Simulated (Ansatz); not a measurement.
GaH6O3P (SMILES [OH][Ga-]([OH])([OH])[PH3+])

The calculation's input:

```
basis:
  gaussian:
    orbitals: def2-SVPD
crystal:
  periodic: [false, false, false]
  atoms:
    - symbol: Ga
      position_ang: [-0.217152, -0.487250, 0.740728]
    - symbol: O
      position_ang: [-1.766929, 0.349219, 1.102839]
    - symbol: O
      position_ang: [1.222206, -0.079428, 1.737174]
    - symbol: O
      position_ang: [-0.283508, -2.107487, -0.034857]
    - symbol: P
      position_ang: [0.419532, 0.882892, -1.364015]
    - symbol: H
      position_ang: [-1.702708, 0.899416, 1.890056]
    - symbol: H
      position_ang: [1.817831, -0.829439, 1.832548]
    - symbol: H
      position_ang: [-1.186682, -2.429822, -0.117990]
    - symbol: H
      position_ang: [0.657959, 2.274039, -1.228894]
    - symbol: H
      position_ang: [1.591908, 0.539033, -2.083848]
    - symbol: H
      position_ang: [-0.487156, 0.931627, -2.453143]
hamiltonian:
  xc: {name: PBE0}
output: {forces: true, orbitals: {seedname: orbitals}}
```

Run with:

```sh
ansatz run input.yaml --threads 2 --pin off --max-ram 5220MiB --events-out events.jsonl --progress --plain --runs-dir runs
```

Geometry: PBE0-D4/def2-SVP.

Level of theory: isolated molecule in a Gaussian basis; Kohn-Sham density functional theory, functional PBE0 (Ansatz 0.2.0).

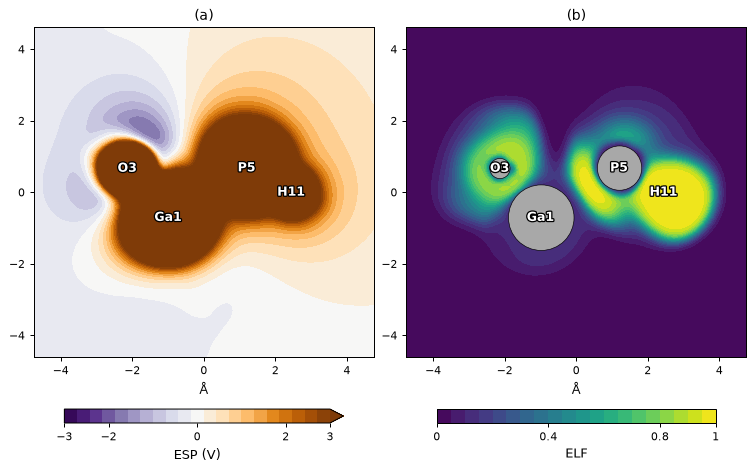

Figure 1. (a) electrostatic potential; (b) electron localisation function on the plane of atoms Ga1, P5 and H11. Grey discs cover the atomic cores in the ELF map.

**Read the bonding off the picture.**

The plane passes through Ga, O, P and H nuclei. Ga–O (1.80 Å): the ELF peaks at about 0.85 in the valence shell of O, 0.6 Å from its nucleus, and is about 0.25 at the midpoint. Ga–P (2.59 Å): the ELF peaks at about 1 in the valence shell of P, 1.0 Å from its nucleus, and is about 0.70 at the midpoint. P–H (1.42 Å): the ELF climbs to about 1 towards the hydrogen, as it does in any bond to H. The ELF also peaks beside O3, away from the bonds: lone-pair regions. Outside the dense part of the molecule the potential is most negative (−1.9 V) near O3.

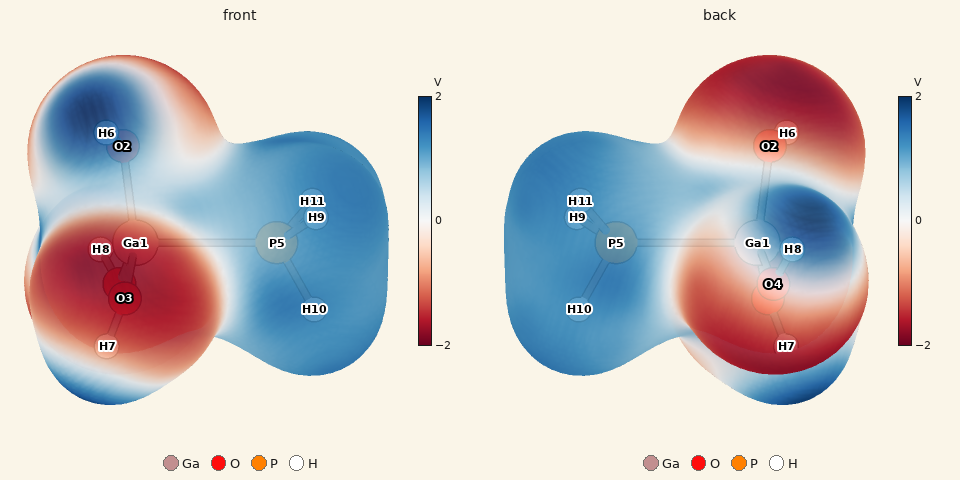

Figure 2. The molecular electrostatic potential painted on the density surface at 0.002 e/bohr³, seen from the front and from behind; the colour scale runs from red (negative) to blue (positive).

**Describe the electrostatic potential map.**

The most negative region (about −1.8 V) lies over O2, O3 and O4, the most positive (about +1.9 V) over H6, H7 and H8.

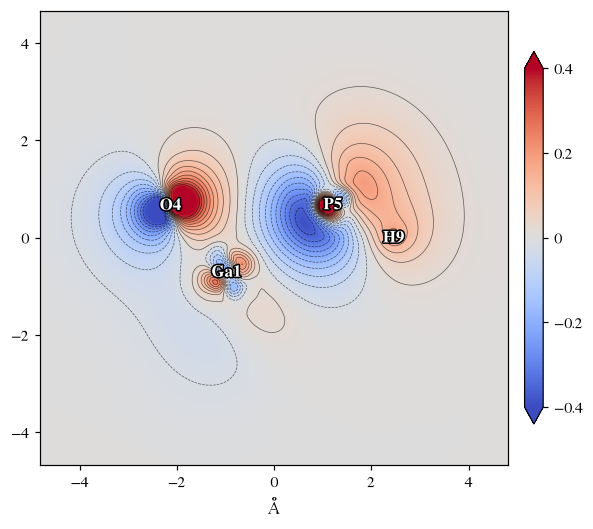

Figure 3. The HOMO on the plane of atoms Ga1, P5 and H9 (values in Å⁻³ᐟ²; the overall sign is arbitrary).

**Describe this orbital and give its energy.**

Its weight (Hirshfeld) is mainly on P5 (about 25 %), O2 (about 20 %), O4 (about 20 %), O3 (about 20 %) and Ga1 (about 5 %); largely a combination of lone pairs on P5, O2, O4 and O3. Its energy is −8.10 eV.

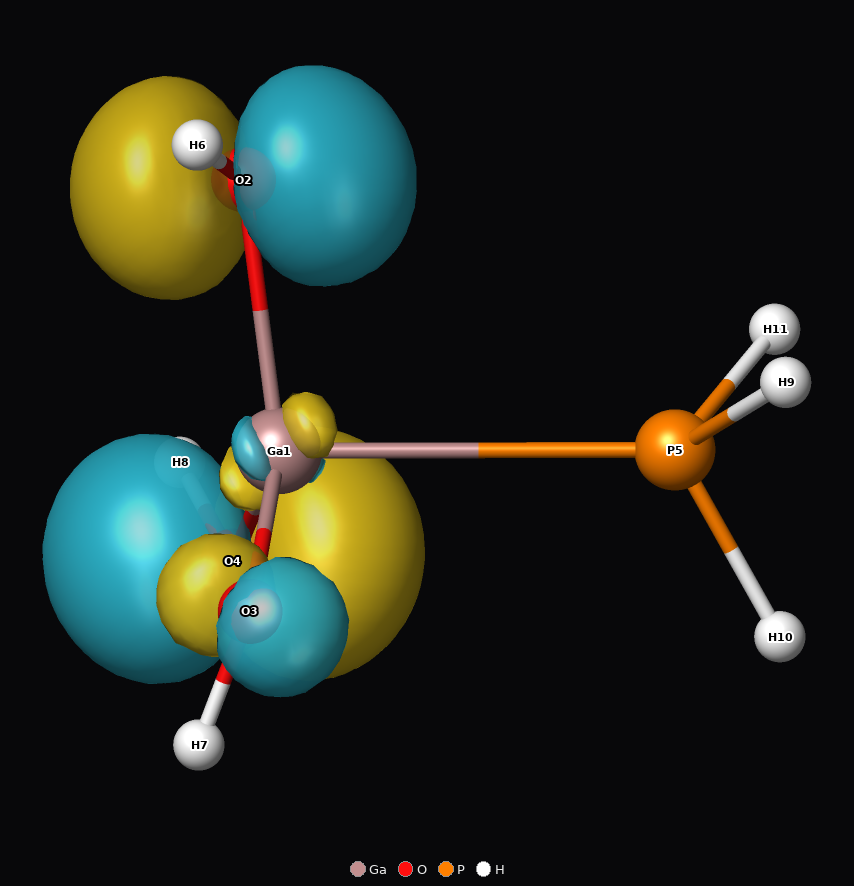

Figure 4. The HOMO−1 at ±0.15 Å⁻³ᐟ² (yellow and cyan are the two phases), seen across its widest extent.

**Describe this orbital and give its energy.**

By Hirshfeld shares it lies mainly on O4 (about 50 %), O2 (about 30 %) and Ga1 (about 10 %); largely a combination of lone pairs on O4 and O2. It is one of a degenerate set, so its orientation is arbitrary. Its energy is −8.35 eV.
